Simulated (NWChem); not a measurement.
# C4H6S (2,3-dihydrothiophene): TPSSh/6-31G(d) (spherical functions)

What is the electronic atomisation energy of C4H6S (2,3-dihydrothiophene) at TPSSh/6-31G* (spherical functions)? 

The calculation is run with NWChem 7.3.0.

4 further runs of the same task are left out: 1 that didn't finish, 3 set aside as unsound or not needed.

**1. The system as given**

C4H6S has 11 atoms, charge 0, and is taken as a singlet. SMILES: `C1=CSCC1`. The coordinates come from a PBE0-D4/def2-TZVP relaxation. This is one conformer, not always the lowest.

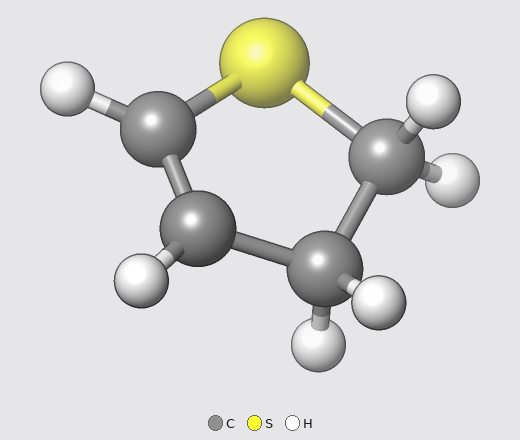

Viewed from a chosen angle; carbon grey, sulfur yellow, hydrogen white.

**2. The energy at TPSSh/6-31G(d) (spherical functions) (run 1)**

job.nw reads:

```
start job
title "C4H6S"
memory total 2200 mb
geometry noautosym nocenter noautoz
  C        0.280500       1.058200      -0.374100
  C        1.266700       0.759000       0.465700
  S        1.220700      -0.865500       1.112000
  C       -0.478300      -1.076400       0.485100
  C       -0.649000      -0.083500      -0.663200
  H        0.197200       2.015800      -0.873100
  H        2.082600       1.409500       0.751800
  H       -0.623300      -2.113100       0.183800
  H       -1.164400      -0.846900       1.303500
  H       -0.374400      -0.543900      -1.622300
  H       -1.692700       0.229900      -0.748800
end
basis spherical bse
  * library 6-31G*
end
dft
  xc xctpssh
  grid fine
  convergence energy 1e-08
  maxiter 100
  mulliken
  noprint "final vectors analysis"
end
task dft energy
```

The run is started by

```console
$ nwchem job.nw > job.out
```

Output:

```text
[...]
          Wavefunction type:  closed shell.
          No. of atoms     :    11
          No. of electrons :    46
[...]
          Charge           :     0
          Spin multiplicity:     1
[...]
          AO basis - number of functions:    86
[...]
              XC Information
              --------------
                  TPSS hybrid Method XC Functional
                     Hartree-Fock (Exact) Exchange  0.100
                  TPSS metaGGA Exchange Functional  0.900
             TPSS03 metaGGA Correlation Functional  1.000
[...]
 d= 0,ls=0.0,diis     1   -554.1715382698 -7.72D+02  7.72D-03  3.28D-01     2.2
[...]
 d= 0,ls=0.0,diis    10   -554.2166192298 -3.13D-09  4.16D-07  1.71D-09    17.5
         Total DFT energy =     -554.216619229794
      One electron energy =    -1192.079871743793
           Coulomb energy =      469.447234155404
    Exchange-Corr. energy =      -49.745993150007
 Nuclear repulsion energy =      218.162011508602
[...]
      Total Density - Mulliken Population Analysis
     ---------------------------------------------
    Atom       Charge   Shell Charges
 -----------   ------   -------------------------------------------------------
    1 C    6     6.11   2.00  0.68  2.05  0.51  0.84  0.04
    2 C    6     6.33   2.00  0.69  2.02  0.60  0.99  0.04
    3 S   16    15.85   2.00  2.00  5.97  1.34  3.03  0.49  0.95  0.07
    4 C    6     6.47   2.00  0.67  2.05  0.69  1.03  0.04
    5 C    6     6.33   2.00  0.67  2.10  0.62  0.92  0.04
    6 H    1     0.84   0.53  0.31
    7 H    1     0.81   0.53  0.28
    8 H    1     0.80   0.53  0.27
    9 H    1     0.80   0.53  0.27
   10 H    1     0.82   0.53  0.29
[...]
```

Run time: 18 s. Hardware: 1 thread of AMD EPYC 9R45 (Zen 5), shared host; peak memory 0.12 GiB.

**3. The C atom at the same level (run 2)**

mol.nw reads:

```
start mol
title "C TPSSh"
memory stack 880 mb heap 220 mb global 1100 mb

geometry units angstroms noautosym nocenter noautoz
C     0.000000    0.000000    0.000000
end

basis "ao basis" spherical bse
* library 6-31G*
end

dft
xc xctpssh
mult 3
grid fine
convergence energy 1e-08
maxiter 100
mulliken
noprint "final vectors analysis"
end

task dft energy
```

Run the same way, it converges to -37.84903 Eh (log not shown).

Run 3 isn't shown in full; the table further down has it.

**4. The S atom, same level (run 4)**

s.nw reads:

```
start s
title "S"
memory total 2200 mb

geometry units angstrom noautosym nocenter noautoz
 S        0.000000       0.000000       0.000000
end

basis "ao basis" spherical bse
 * library 6-31G*
end

dft
 xc xctpssh
 mult 3
 grid fine
 convergence energy 1e-08
 iterations 100
 mulliken
 noprint "final vectors analysis"
end

task dft
```

Run the same way, it converges to -398.10115 Eh (log not shown).

**5. Overview of the runs**

| run | level | partner | energy (Eh) | wall time |
| --- | --- | --- | --- | --- |
| 1 | TPSSh/6-31G* (spherical functions) | base | -554.216619 | 18 s |
| 2 | UTPSSh/6-31G* (spherical functions) | atoms | -37.849029 | 0.68 s |
| 3 | UTPSSh/6-31G* (spherical functions) | atoms | -0.497891 | 0.56 s |
| 4 | UTPSSh/6-31G* (spherical functions) | atoms | -398.101146 | 1 s |

**6. Results**

At TPSSh/6-31G* (spherical functions):

| quantity | value |
| --- | --- |
| S atom: total energy | -398.10115 Eh |
| S atom: ⟨S²⟩ | 2.003 |
| electronic atomisation energy | 47.130 eV |

**Reading.** Taking the molecule apart into free atoms costs 47.13 eV (4547 kJ/mol), before zero-point energy and without spin-orbit coupling. All runs together took 21 s, the longest 18 s.
